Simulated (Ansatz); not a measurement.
**C6H8Si: density, localisation and related maps**

The calculation's input:

```
crystal:
  periodic: [false, false, false]
  atoms:
    - {symbol: Si, position_ang: [-0.316045, 0.438446, 2.405872]}
    - {symbol: C, position_ang: [-0.066153, 0.115966, 0.583861]}
    - {symbol: C, position_ang: [0.880399, -0.810530, 0.143323]}
    - {symbol: C, position_ang: [1.047380, -1.073221, -1.207759]}
    - {symbol: C, position_ang: [0.268644, -0.409446, -2.144086]}
    - {symbol: C, position_ang: [-0.674292, 0.517606, -1.725439]}
    - {symbol: C, position_ang: [-0.837715, 0.777021, -0.373325]}
    - {symbol: H, position_ang: [-0.775558, 1.837555, 2.613175]}
    - {symbol: H, position_ang: [0.959820, 0.217772, 3.137356]}
    - {symbol: H, position_ang: [-1.342036, -0.474514, 2.980286]}
    - {symbol: H, position_ang: [1.501700, -1.333164, 0.864107]}
    - {symbol: H, position_ang: [1.789012, -1.794937, -1.531174]}
    - {symbol: H, position_ang: [0.399628, -0.611670, -3.201131]}
    - {symbol: H, position_ang: [-1.281558, 1.042239, -2.454464]}
    - {symbol: H, position_ang: [-1.575226, 1.510076, -0.061202]}
basis:
  gaussian: {orbitals: def2-TZVPP}
hamiltonian: {xc: pbe0, dispersion: d4}
output: {orbitals: {seedname: orbitals}}
```

Launched as:

```sh
ansatz run in.yaml --threads 4 --pin off --events-out ev --progress --plain --max-ram 11315MiB
```

Geometry: PBE0-D4/def2-TZVP.

All numbers below come from Ansatz 0.2.0, RKS PBE0-D4/def2-TZVPP.

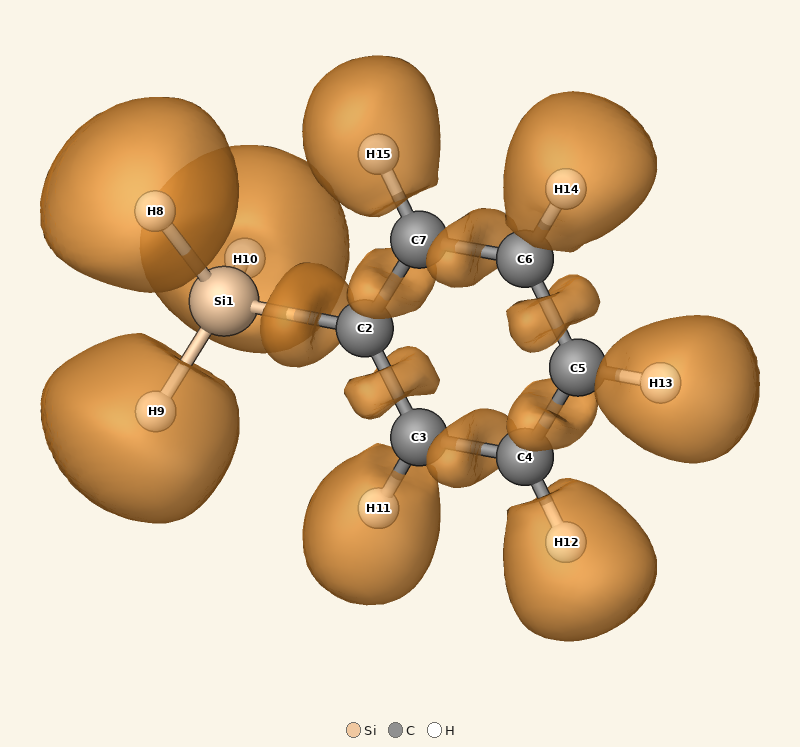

Figure 1. Isosurface of the ELF at 0.8 (orange), seen at a tilt. Core shells and regions of very low density are left out.

**Describe the localisation domains.**

The surface consists of six regions between bonded C–C atoms (shared pairs), one region between bonded C–Si atoms (shared pairs) and eight regions around hydrogen nuclei. Profiles from the grid: C–C (1.39 Å): the ELF peaks at about 0.95 between the atoms (a covalent bond). C–Si (1.87 Å): the ELF peaks at about 1 between the atoms: a covalent bond.

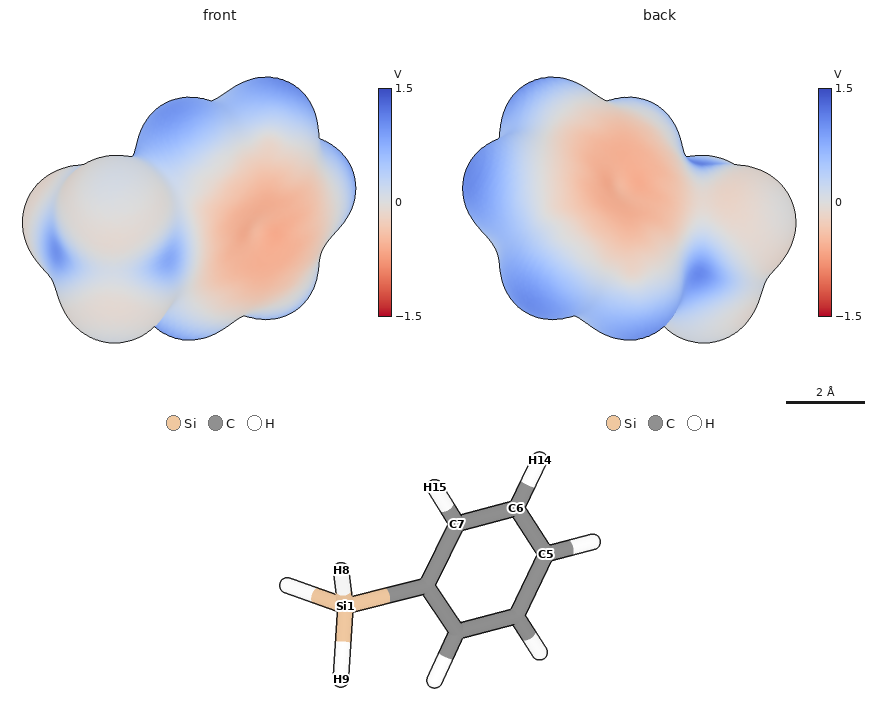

Figure 2. The molecular electrostatic potential painted on the density surface at 0.002 e/bohr³, seen from the front and from behind; red is negative and blue positive. The bare structure is drawn below in the same view.

**Where is the surface potential most negative and most positive?**

The most negative region (about −0.6 V, or −14 kcal/mol for a unit charge) lies over the π face of the C atoms, the most positive (about +1.0 V, or +23 kcal/mol for a unit charge) over Si1, H12, H13 and H14.

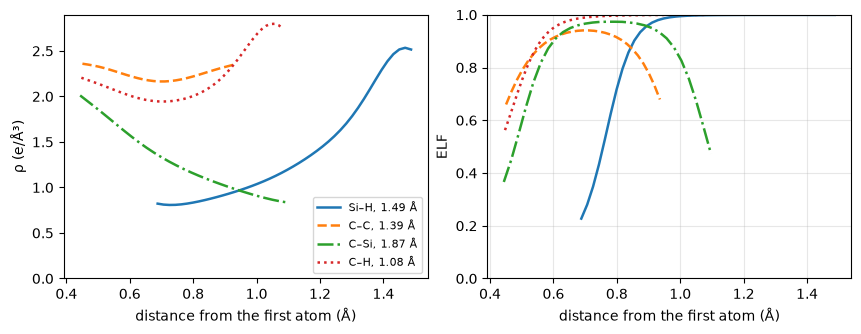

Figure 3. Electron density and ELF along straight lines between neighbouring atoms. The curves leave out the atomic cores.

**Compare the contacts.**

Si–H (1.49 Å): ρ is about 0.81 e/Å³ halfway; the ELF climbs to about 1 towards the hydrogen, as it does in any bond to H.
C–C (1.39 Å): the density is about 2.2 e/Å³ at the midpoint; the ELF peaks at about 0.95 between the atoms: a covalent bond.
C–Si (1.87 Å): the density is about 0.98 e/Å³ at the midpoint; the ELF peaks at about 1 between the atoms: localised, covalent bonding.
C–H (1.08 Å): the density is about 2.1 e/Å³ at the midpoint; the ELF climbs to about 1 towards the hydrogen: an ordinary covalent bond to hydrogen.
